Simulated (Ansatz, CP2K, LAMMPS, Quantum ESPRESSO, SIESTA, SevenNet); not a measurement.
# Amorphous Ge (72 atoms): relaxed, then solved by several programs

Aim: relax amorphous Ge (72 atoms), then compare forces and pressure from several programs at that geometry.

These are calculated values.

## 1. The structure

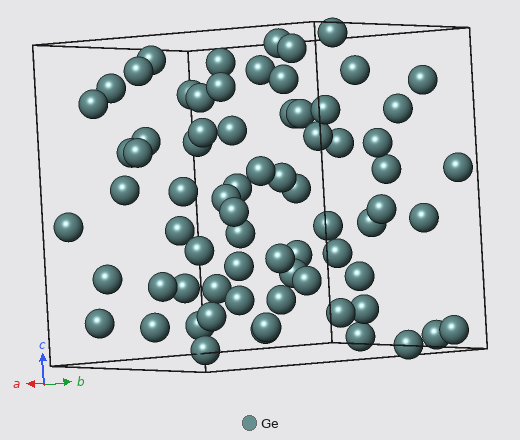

The cell (germanium teal).

The cell holds 72 atoms (72 Ge), with edges of 11.98, 11.98 and 11.98 Å. Recipe: 72 atoms (72 Ge) placed at random at 5.05 g/cm³, melted at 3500 K for 10 ps at fixed volume with the Tersoff potential (Tersoff, Phys. Rev. B 39, 5566 (1989)). Quenched from 3500 K to 300 K at 20 K/ps and fixed volume, annealed at 800 K for 20 ps, held 5 ps, then minimised at fixed cell. Then the atoms were relaxed with SevenNet l3i5 in the fixed cell. Then the atoms were relaxed with CP2K double zeta, PBE.

## 2. The relaxation

CP2K double zeta (DZVP-MOLOPT-SR, GTH-PBE potentials, 280 Ry; k-points Γ) took 59 geometry steps and reached its thresholds. It started from the geometry that SevenNet l3i5 had relaxed.

Wall time 19 min (4 MPI ranks of Intel Xeon Platinum 8559C (Emerald Rapids), shared host); peak memory 3.1 GiB; 78 min of CPU time.

```
                                  before           after
       energy (meV/atom)               0           -19.8
Ge-Ge bonds under 2.98 Å  150 at 2.539 Å  144 at 2.523 Å
```

Atoms moved by 0.36 Å r.m.s. and 1.11 Å at most, with the common shift taken off.

## 3. Local order after relaxation

Density 5.05 g/cm³, 23.88 Å³ an atom.

Pair distribution function in bins of 0.2 Å:

```
r (Å)  total
 2.40   3.00
 2.60   2.85
 2.80   0.14
 3.00   0.00
 3.20   0.10
 3.40   0.29
 3.60   0.97
 3.80   1.36
 4.00   2.02
 4.20   1.67
 4.40   1.43
 4.60   0.88
 4.80   0.83
 5.00   0.55
 5.20   0.91
 5.40   0.70
 5.60   0.74
 5.80   1.13
```

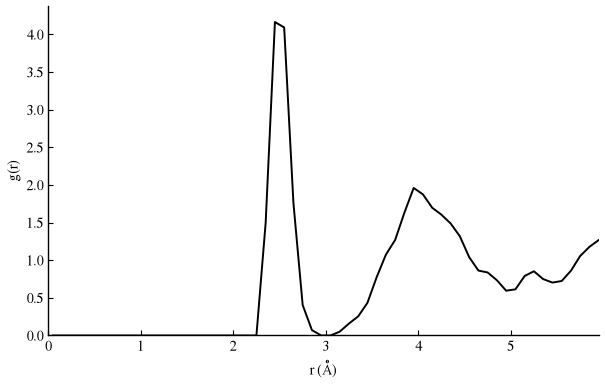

Pair distribution functions, lightly smoothed.

Bonds by pair of elements; cutoffs follow the first minimum of g(r), held within bounds set by covalent radii, and pairs that aren't listed don't count as bonded:

```
pair A-B  cutoff (Å)  bonds  mean length (Å)  spread (Å)  shortest (Å)  B about A  A about B
   Ge-Ge        2.98    144             2.52       0.069          2.40          4          4
```

How many atoms have how many bonded neighbours:

```
element  mean  3   4  5
     Ge     4  2  68  2
```

Bond angles, per cent of each kind in bins of 5°:

```
angle (°)  Ge-Ge-Ge
    75–80       0.7
    80–85       2.3
    85–90       4.2
    90–95       6.2
   95–100      11.3
  100–105      17.3
  105–110      16.4
  110–115      13.4
  115–120      10.1
  120–125       7.6
  125–130       4.2
  130–135       3.0
  135–140       1.4
  140–145       1.4
  145–150       0.0
  150–155       0.2
  155–160       0.2
  160–165       0.0
  165–170       0.2
```

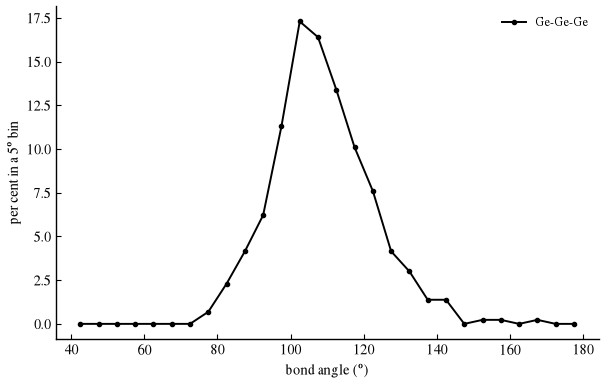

Distributions of the most common bond angles.

Bond angles (no mean is given where the spread exceeds 20°):

```
   angle  count  mean (°)  spread (°)
Ge-Ge-Ge    434       109        13.3
```

Bond length by coordination (bonds to H left out):

```
element  coordination  atoms  mean bond length (Å)
     Ge             3      2                  2.53
     Ge             4     68                  2.52
     Ge             5      2                  2.65
```

Rings of the network by King's shortest-path rule, up to 12 atoms, one path for each pair of neighbours; H, halogens, alkali and alkaline-earth atoms are left out, and the last column divides by all other atoms, bonded or not:

```
ring size (atoms)  rings  per network atom
                4      2             0.028
                5     33             0.458
                6     60             0.833
                7     34             0.472
                8     11             0.153
```

With the cutoffs above, 94 % of Ge atoms have 4 bonded neighbours. The Ge-Ge-Ge angle averages 109° with a spread of 13°. Rings of 6 atoms are the most common (43 % of those counted); sizes run from 4 to 8.

## 4. The plane-wave reference

Quantum ESPRESSO 7.5: Kohn-Sham DFT, PBE, SSSP efficiency 1.3.0 pseudopotentials, plane waves. Its input for the relaxed cell:

```
&control
  calculation = 'scf'
  pseudo_dir = './pseudo'
  outdir = './tmp'
  disk_io = 'none'
  tprnfor = .true.
  tstress = .true.
/
&system
  ibrav = 0
  nat = 72
  ntyp = 1
  ecutwfc = 45
  ecutrho = 360
  nosym = .true.
  occupations = 'smearing'
  smearing = 'fd'
  degauss = 0.003675
/
&electrons
  conv_thr = 3.6e-07
  electron_maxstep = 100
  mixing_beta = 0.2
  mixing_mode = 'local-TF'
  diagonalization = 'david'
/
ATOMIC_SPECIES
Ge 72.630 Ge.upf
CELL_PARAMETERS angstrom
11.98030 0.00000 0.00000
0.00000 11.98030 0.00000
0.00000 0.00000 11.98030
ATOMIC_POSITIONS crystal
Ge 0.90381 0.96954 0.72979
Ge 0.72645 0.91263 0.97764
Ge 0.79155 0.46466 0.12449
[... 67 atom lines left out ...]
Ge 0.30061 0.16913 0.84675
Ge 0.57111 0.88536 0.12098
K_POINTS gamma
```

The job ended after 4 min (4 MPI ranks of Intel Xeon Platinum 8559C (Emerald Rapids), shared host; peak memory 5.4 GiB).

## 5. All levels at this geometry

CPU times are from a shared host and are rough.

```
                level                    basis or training data  k-points  own r.m.s. force (meV/Å)  difference from the reference (meV/Å)  pressure (GPa)  CPU time  memory (GiB)
              QE, PBE   plane waves, SSSP efficiency, 45/360 Ry         Γ                        25                                      -            0.61    16 min           5.4
CP2K triple zeta, PBE     TZV2P-UZH, GTH-PBE potentials, 350 Ry         Γ                        18                                     18            1.23   6.3 min           5.0
      SIESTA DZP, PBE  DZP orbitals, shift 0.01 Ry, mesh 250 Ry         Γ                        98                                    109            2.70   6.3 min           1.8
        SevenNet l3i5        trained on PBE(+U) plane-wave data         -                       141                                    135            0.41     9.3 s          0.99
```

## 6. Outcome

Relaxation in the fixed cell lowers the energy by 20 meV/atom at its own level and moves atoms by up to 1.11 Å. By the cutoffs of the final cell 3 bonds formed and 9 were lost, leaving 144. The reference finds an r.m.s. force of 25 meV/Å there and a pressure of 0.61 GPa, at a geometry that CP2K double zeta made.

Forces differ from the reference's by 18 meV/Å (CP2K triple zeta, PBE), 109 meV/Å (SIESTA DZP, PBE) and 135 meV/Å (SevenNet l3i5). CP2K double zeta is at its own minimum here, so the reference's force is itself a measure of how the two differ. Pressures lie -0.2 GPa (SevenNet l3i5), +0.6 GPa (CP2K triple zeta, PBE) and +2.1 GPa (SIESTA DZP, PBE) from the reference's. The levels on either side of half filling lie 0.25 eV apart in the reference, but the smearing leaves some partly filled, so none is tabled. With the cutoffs above, 94 % of Ge atoms have 4 bonded neighbours. Rings of 6 atoms are the most common (43 % of those counted); sizes run from 4 to 8.

Caveats: The density was set by the recipe and held. One sample of a disordered cell; defect or tail levels can set the gap. The quench rate of 20 K/ps is many orders above laboratory rates, so the cell is likely richer in defects and strain than a real sample. The reference samples only Γ, in a cell whose shortest periodic width is 12 Å. The plane-wave runs aren't exact: their cutoffs and mesh weren't converged further here. SIESTA's automatically made basis is far from complete, and its potentials were converted by us (checked for H, C, O, Si, Ge and Ca alone). Spin–orbit coupling is left out. Where levels are smeared, the DFT runs use Fermi–Dirac occupations at 580 K (0.05 eV), and energies are free energies.

[Logs are printed without paths, hosts, clocks, repeated set-up lines and the standing remarks that a program may print on its own settings, such as how far it seeks lower states.]

[Hosts, paths, dates, database ids (printed as entryN), source tags and the programs' standing remarks are cut or masked in the printed files.]
